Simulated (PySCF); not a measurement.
Vertical excitations of a molecule C3H8Si2 from TDA-PBE/def2-SVPD (PySCF), as energy in eV (oscillator strength): 5.04 (0.013), 5.46 (0.003), 5.63 (0.096), 5.76 (0.014), 5.88 (0.036), 6.15 (0.060), 6.25 (0.009), 6.32 (0.090), 6.41 (0.010), 6.49 (0.047). Lowest triplet (TDA): 3.90 eV. Coordinates come from a B3LYP-D3(BJ)/def2-SVP optimisation. The values are those of a single conformer.

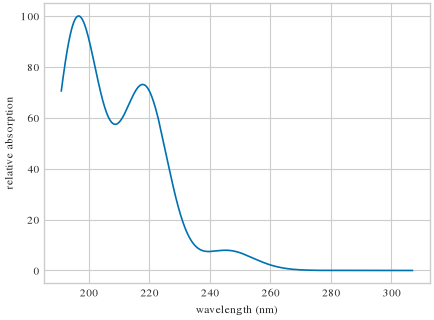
Fig. 1. The lines broadened by 0.4 eV.

Problem. Pick the molecule that these values belong to.
A) [SiH3]C#CC[SiH3]
B) CC1=C[SiH2][SiH2]1
C) C[SiH2]C#C[SiH3]
D) C=C1C[SiH2][SiH2]1

Solution. D, C=C1C[SiH2][SiH2]1
